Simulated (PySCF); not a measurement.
CH₂FO, doublet, SMILES `[O]CF`.

Level of theory: r2SCAN/def2-SVPD (PySCF), at a geometry from GFN2-xTB. No frequency check shows the geometry to be a minimum. The stability of the open-shell solution wasn't checked. GFN2-xTB doesn't know the spin state, so this open-shell geometry is rough.

Geometry (Å), atoms numbered from 1:

```
O1       1.1478   -0.3108    0.0000
C2       0.1224    0.4103   -0.0000
F3      -1.1113   -0.2457    0.0000
H4       0.0425    1.1181   -0.8748
H5       0.0426    1.1180    0.8749
```

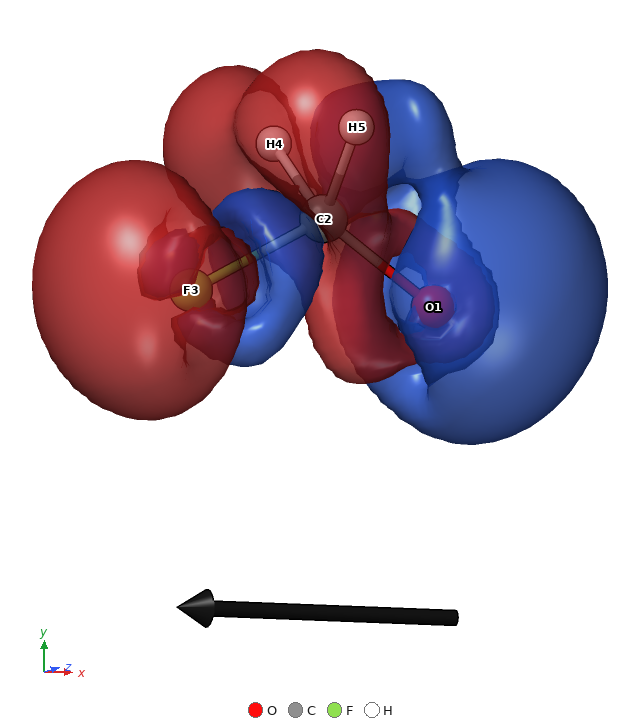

Change of the electron density in a uniform field of 0.26 V/Å along −x (arrow), surfaces at ±0.001 e/Å³ (blue: gain, red: loss).

> What dipole is induced, and what polarisability does it imply?

The induced dipole is 0.33 D (along the field); α along this axis, from the fields in both directions, is 25 bohr³ (3.7 Å³).

> Which atoms gain and lose the most charge?

Electrons gather most on O1 (Hirshfeld charge changes by −0.019 e) and leave F3 most (+0.014 e); 0.031 electrons are displaced in all.
